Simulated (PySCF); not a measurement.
## Electronic structure of C$_{4}$H$_{10}$AlF$_{2}$N in real space

```xyz
18

N     2.3466    0.0921   -1.4034
Al    1.7291   -0.3153    0.5220
C    -0.2721   -0.1106    0.1974
F     0.1589   -1.2536   -0.6306
C    -1.6610   -0.4812    0.7507
C    -2.3228    0.1597   -0.4804
C    -0.9968    0.8589   -0.7597
F    -0.5455    0.8678   -2.0684
H     2.6333   -0.7886   -1.8299
H     3.1188    0.7499   -1.4710
H     1.5712    0.4553   -1.9597
H     2.2795   -1.7455    0.7428
H     2.3425    0.8978    1.2679
H    -1.8238   -1.5469    0.8901
H    -1.8764    0.0455    1.6777
H    -2.5481   -0.5723   -1.2534
H    -3.1899    0.7975   -0.3179
H    -0.9524    1.8958   -0.4154
```

Geometry: GFN2-xTB.

Level of theory: PBE0/pcSseg-1, SCF density, gas phase, non-relativistic in PySCF.

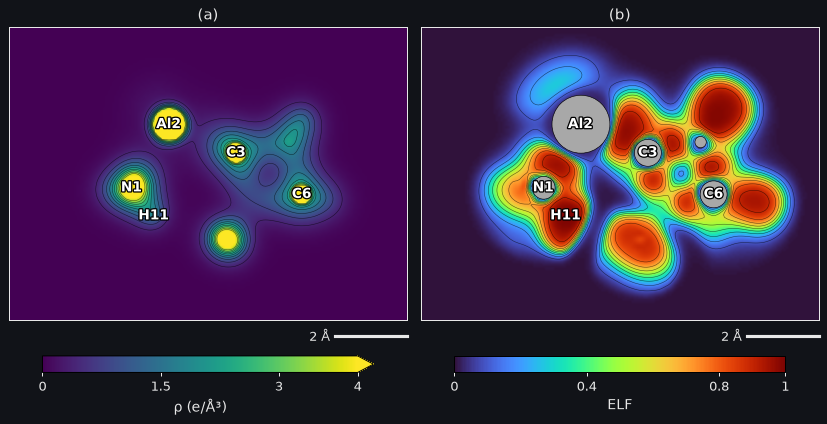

Figure 1. (a) electron density; (b) electron localisation function on the plane of atoms N1, Al2 and C3. Grey discs cover the atomic cores in the ELF map.

Describe what can be read from this map.

Answer. The plane passes through N, Al, C and H nuclei.
C–Al (2.04 Å): ρ is about 0.59 e/Å³ halfway; the ELF peaks at about 0.95 between the atoms (a polar covalent bond).
Al–N (2.06 Å): ρ at the midpoint is about 0.47 e/Å³; the ELF peaks at about 0.95 in the valence shell of N, 0.7 Å from its nucleus, and is about 0.75 at the midpoint.
N–H (1.02 Å): ρ is about 2.9 e/Å³ halfway; the ELF climbs to about 1 towards the hydrogen, as it does in any bond to H; a covalent bond by its length.
The ELF also peaks beside F8, away from the bonds: lone-pair regions.

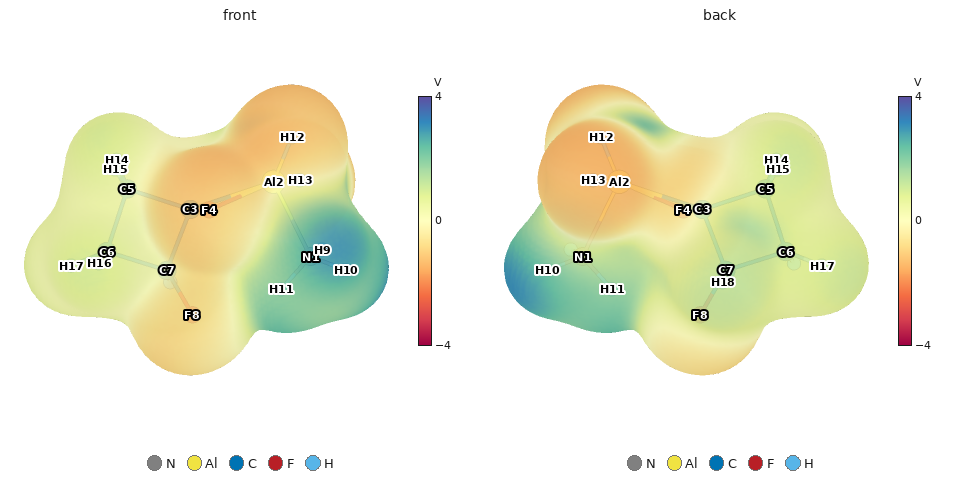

Figure 2. The electrostatic potential painted on the density surface at 0.004 e/bohr³, seen from the front and from behind; red is negative and blue positive.

Which sites attract a positive test charge, and which a negative one?

Answer. A positive charge is drawn to the negative regions and a negative charge to the positive ones. The most negative region (about −1.5 V) lies over H13, the most positive (about +3.0 V) over H9 and H10.

What dipole moment does the calculation give?

Answer. Its dipole moment is 3.20 D.
